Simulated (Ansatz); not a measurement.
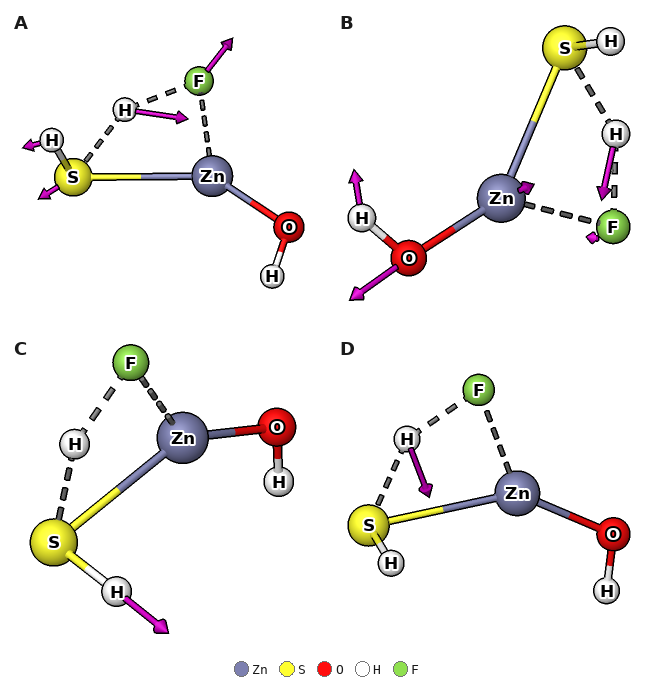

4 normal modes of one molecule or complex, as arrows. Broken sticks mark bonds that form or break. Harmonic vibrations computed with RKS PBE0-D4/def2-TZVP (Ansatz 0.2.0) at a stationary point of the same level. It is a saddle point of order 1.

Match the panels to the wavenumbers 476 cm⁻¹, 678 cm⁻¹, 1476 cm⁻¹, 2712 cm⁻¹.

A: 476 cm⁻¹
B: 678 cm⁻¹
C: 2712 cm⁻¹
D: 1476 cm⁻¹
